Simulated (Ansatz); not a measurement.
**BClO (SMILES O=BCl) at 6 levels**

Aim: a comparison of 6 runs (UPBE/STO-3G, UPBE0/STO-3G, revPBE/STO-3G, wB97X/STO-3G, UMP2/STO-3G, CCSD/STO-3G) of BClO. 

Program for the calculation: Ansatz 0.2.0.

61 further runs of the same task are left out: 15 that didn't finish, 46 set aside as unsound or not needed.

**1. The molecule**

BClO: 3 atoms, total charge 0, spin state singlet. SMILES: `O=BCl`. The B2–O1 distance was set to 1.492 Å, away from the relaxed value.

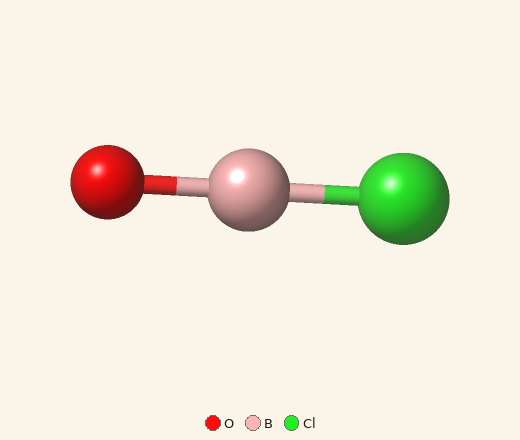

The structure, seen from a chosen angle (oxygen red, boron pink, chlorine green).

**2. The energy at UPBE/STO-3G (run 1)**

input.yaml

```yaml
crystal:
  periodic: [false, false, false]
  atoms:
    - symbol: O
      position_ang: [1.246198, 0.741106, 0.766381]
    - symbol: B
      position_ang: [0.113080, 0.066620, 0.069470]
    - symbol: Cl
      position_ang: [-1.132640, -0.672810, -0.696460]
basis:
  gaussian:
    orbitals: STO-3G
magnetization:
  spin_polarized: true
  initial_magnetization: 0
hamiltonian:
  xc: pbe
accuracy: high
```

The run is started by

```sh
$ ansatz run input.yaml --threads 1 --pin off --max-ram 2610MiB --events-out events.jsonl --progress --plain --runs-dir runs
```

The log of the run:

```text
Warning: RAYON_NUM_THREADS=1 ignored (pool sized by the plan → 1); use --threads N
Functional definition: PBE
  name "PBE"
  parameter kappa = 0.804
  parameter beta = 0.06672455060314922
  exchange = pbe_x(kappa = kappa, mu = beta*pi^2/3)
  correlation = pbe_c(beta = beta)
320 factors; integrals over basis functions are off by at most 3.2e-8 eV
mean field evaluation 1: about -15060.4491 eV, gradient 2.4e1 eV
mean field evaluation 2: about -14950.2340 eV, gradient 1.2e2 eV
mean field evaluation 4: about -15063.8263 eV, gradient 9.0e0 eV
mean field evaluation 8: about -15064.2687 eV, gradient 4.3e-2 eV
mean field evaluation 16: about -15064.2051 eV, gradient 4.1e-5 eV
mean field -15064.20509176 eV, -553.5993262372 hartree, gradient 1.1e-8 eV, S^2 0.000000; 0 other end points of the search recorded, 0 dependent functions left out
reference -15064.20509312 eV, -553.5993262871 hartree; 15, 15 occupied and 4, 4 virtual orbitals, 320 factors
Total energy: -15064.20509312 eV, -553.5993262871 hartree
```

It took 1.3 s on 1 thread of Arm Neoverse V1, shared host; peak memory 0.11 GiB.

**3. The energy at UPBE0/STO-3G (run 2)**

input.yaml

```yaml
basis:
  gaussian:
    orbitals: STO-3G
crystal:
  periodic: [false, false, false]
  atoms:
    - {symbol: O, position_ang: [1.246198, 0.741106, 0.766381]}
    - {symbol: B, position_ang: [0.113080, 0.066620, 0.069470]}
    - {symbol: Cl, position_ang: [-1.132640, -0.672810, -0.696460]}
accuracy: high
hamiltonian:
  xc: {name: PBE0}
magnetization:
  spin_polarized: true
  initial_magnetization: 0
```

The run is started by

```sh
$ ansatz run input.yaml --threads 1 --pin off --max-ram 2610MiB --events-out events.jsonl --progress --plain --runs-dir runs
```

The log of the run:

```text
Warning: RAYON_NUM_THREADS=1 ignored (pool sized by the plan → 1); use --threads N
Functional definition: PBE0
  name "PBE0"
  parameter a = 0.25
[... 2 set-up lines as earlier in the session ...]
  exchange = (1 - a)*pbe_x(kappa = kappa, mu = beta*pi^2/3) + a*exact_x
[... 1 set-up line as earlier in the session ...]
320 factors; integrals over basis functions are off by at most 3.2e-8 eV
mean field evaluation 1: about -15060.5238 eV, gradient 2.7e1 eV
mean field evaluation 2: about -14972.8930 eV, gradient 1.2e2 eV
mean field evaluation 4: about -15065.8919 eV, gradient 1.3e0 eV
mean field evaluation 8: about -15065.8665 eV, gradient 7.7e-2 eV
mean field evaluation 16: about -15065.8665 eV, gradient 1.1e-7 eV
mean field -15065.86654805 eV, -553.6603836299 hartree, gradient 1.8e-8 eV, S^2 0.000000; 1 other end points of the search recorded, 0 dependent functions left out
reference -15065.86654907 eV, -553.6603836673 hartree; 15, 15 occupied and 4, 4 virtual orbitals, 320 factors
Total energy: -15065.86654907 eV, -553.6603836673 hartree
```

It took 1.4 s on 1 thread of Arm Neoverse V1, shared host; peak memory 0.11 GiB.

Runs 3 to 5 aren't shown in full; the table further down has their settings and results.

**4. The energy at CCSD/STO-3G (run 6)**

job.yaml

```yaml
crystal:
  periodic: [false, false, false]
  atoms:
    - symbol: O
      position_ang: [1.246198, 0.741106, 0.766381]
    - symbol: B
      position_ang: [0.113080, 0.066620, 0.069470]
    - symbol: Cl
      position_ang: [-1.132640, -0.672810, -0.696460]
basis:
  gaussian: {orbitals: STO-3G}
correlation: {method: ccsd, frozen_orbitals: {B: 1, Cl: 5, O: 1}}
accuracy: high
scf: {omitted_lower_state_checks: [cluster_reference, increment]}
```

The run is started by

```sh
$ ansatz run job.yaml --threads 1 --pin off --max-ram 2610MiB --events-out events.jsonl --progress --plain --runs-dir runs
```

The log of the run:

```text
Warning: RAYON_NUM_THREADS=1 ignored (pool sized by the plan → 1); use --threads N
[... 11 lines left out ...]
7 core orbitals not correlated: weight in the atoms' cores, before any rotation towards them, 1.000 or more for the frozen orbitals, at most 0.000 for the correlated occupied ones
[... 24 lines left out ...]
Total energy: -15045.32306217 eV, -552.9054244484 hartree
Checks for a lower state left out: cluster_reference, increment
```

It took 0.18 s on 1 thread of Arm Neoverse V1, shared host.

**5. Overview of the runs**

```
run          level  frozen core orbitals  energy (Eh)  wall time
  1    UPBE/STO-3G                     –  -553.599326      1.3 s
  2   UPBE0/STO-3G                     –  -553.660384      1.4 s
  3  revPBE/STO-3G                     –  -553.813970      0.8 s
  4   wB97X/STO-3G                     –  -553.880884      3.3 s
  5    UMP2/STO-3G                     7  -552.839818      1.8 s
  6    CCSD/STO-3G                     7  -552.905424     0.18 s
```

**6. What came out**

| quantity | value |
| --- | --- |
| run 6: total energy | -552.90542 Eh |
| run 6: correlation energy (7 core orbitals frozen) | -167.0 mEh |
| run 6: T1 diagnostic | 0.045 |

What this shows: Totals of different functionals can't be ranked against each other. In run 6 the T1 diagnostic is large, so a single reference may not serve. In run 6 the log says that unrestricted orbitals would lower the reference, so the values rest on an unstable closed-shell determinant (other closed-shell runs at this shape may share the fault). In runs 1, 2, 3, 4, 5, 6 the basis is minimal, so the values are rough. Spin contamination of the reference: run 5 ⟨S²⟩ = 0.68. Where it is this large, the reference is a mixture of spin states, and values that rest on it are in doubt. All runs together took 8.8 s, the longest 3.3 s.
